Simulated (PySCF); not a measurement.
CH10BSi3 (SMILES C[Si]([SiH3])B[SiH3]) (doublet)

The calculation's input:

```
{"job": {"kind": "epr"}, "charge": 0, "multiplicity": 2}
Si    -0.459543     0.544877    -0.087976
Si    -1.657281    -1.352188     0.583743
C     -1.597938     2.012490    -0.384392
B      1.450723     0.607106    -0.333641
Si     2.652395    -0.970712    -0.040894
H     -0.748778    -2.393835     1.145147
H     -2.666125    -0.958708     1.618126
H     -2.403756    -1.926191    -0.581033
H     -2.140460     2.275044     0.538531
H     -1.024585     2.888690    -0.720481
H     -2.355226     1.771027    -1.148312
H      1.927873     1.664873    -0.682676
H      1.923619    -2.225277     0.337169
H      3.444400    -1.275025    -1.279070
H      3.643822    -0.687563     1.050411
```

Run with:

```sh
OMP_NUM_THREADS=1 python cluster_run.py task.json out
```

Geometry: PBE0-D3(BJ)/def2-SVP.

Computed with UKS B3LYP, IGLO-III on B C Si, pcH-1 on H, non-relativistic, mean-field spin-orbit, GIAO in PySCF 2.14.0, density-fitted response routines.

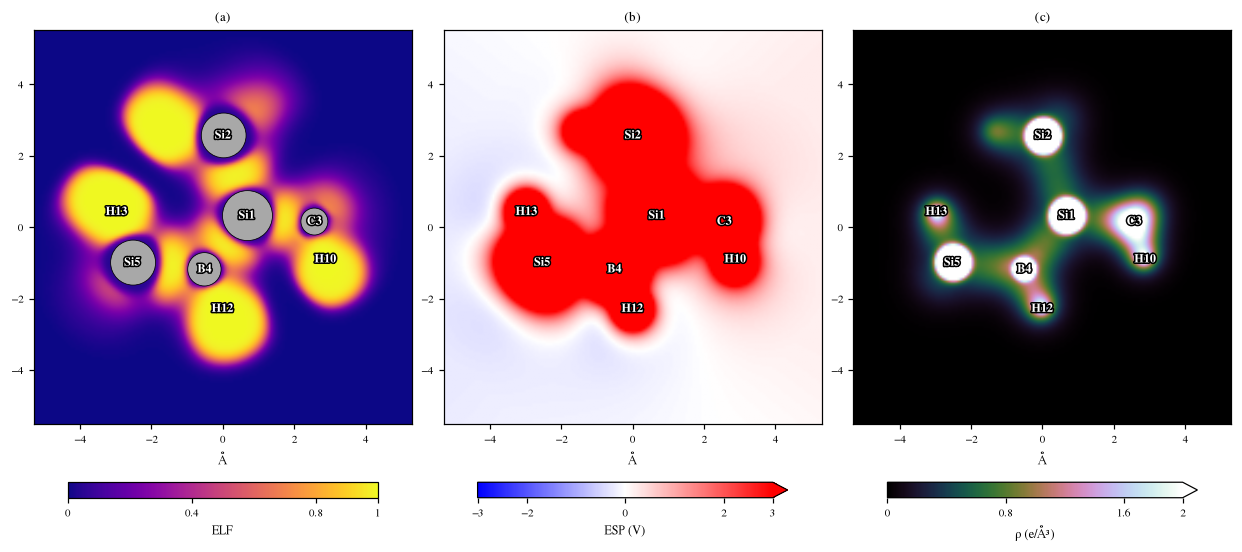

Figure 1. (a) ELF; (b) electrostatic potential; (c) electron density on the plane of atoms Si2, Si1 and B4. Grey discs cover the atomic cores in the ELF map.

> Describe what can be read from this map.

The section cuts through Si, C, B and H sites. C–Si (1.88 Å): ρ at the midpoint is about 0.92 e/Å³; the ELF peaks at about 0.95 between the atoms; a shared electron pair. Si–B (1.93 Å): ρ is about 0.84 e/Å³ halfway; the ELF peaks at about 0.95 between the atoms (a covalent bond). Si–Si (2.34 Å): ρ is about 0.62 e/Å³ halfway; the ELF peaks at about 1 between the atoms (a covalent bond). C–H (1.10 Å): ρ at the midpoint is about 1.9 e/Å³; the ELF climbs to about 1 towards the hydrogen, as it does in any bond to H; a covalent bond by its length. Si–B (2.00 Å): the density is about 0.79 e/Å³ at the midpoint; the ELF peaks at about 1 between the atoms: localised, covalent bonding. Outside the dense part of the molecule the potential is most negative (−0.4 V) near H13.

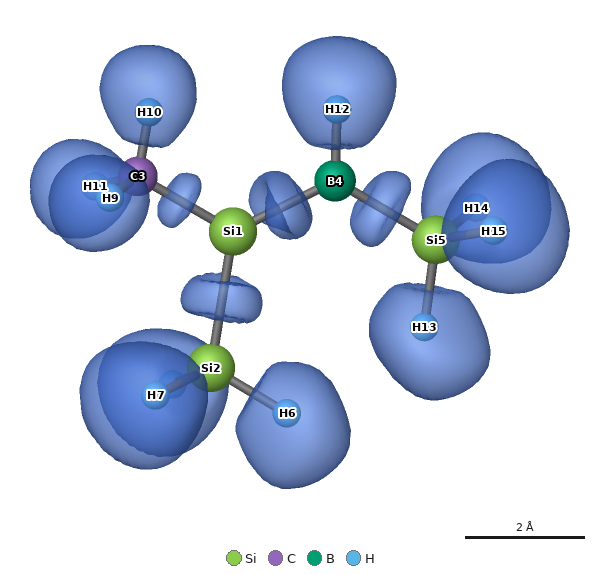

Figure 2. Isosurface of the electron localisation function at 0.85 (blue), seen across its widest extent. Core shells and regions of very low density are left out.

> Where are the electrons localised?

The ELF exceeds this value in two regions between bonded B–Si atoms (shared pairs), one region between bonded C–Si atoms (shared pairs), one region between bonded Si–Si atoms (shared pairs) and ten regions around hydrogen nuclei.

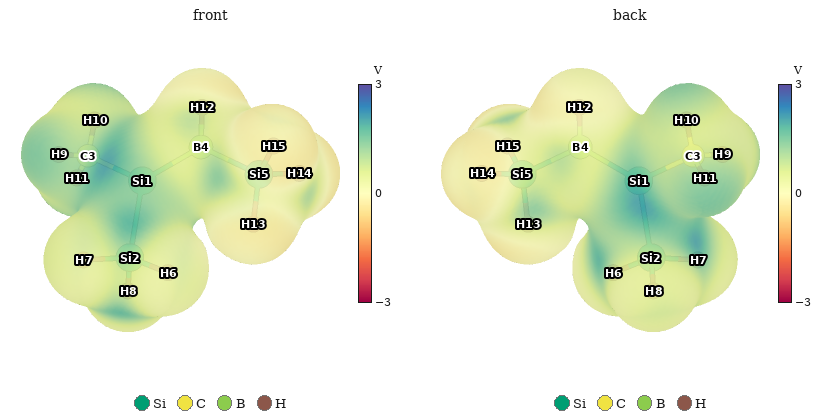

Figure 3. The electrostatic potential painted on the density surface at 0.004 e/bohr³, seen from the front and from behind; the colour scale runs from red (negative) to blue (positive).

> Where is the surface potential most negative and most positive?

The most negative region (about −0.3 V) lies over H12, H13, H14 and H15, the most positive (about +2.0 V) over Si1 and Si2.
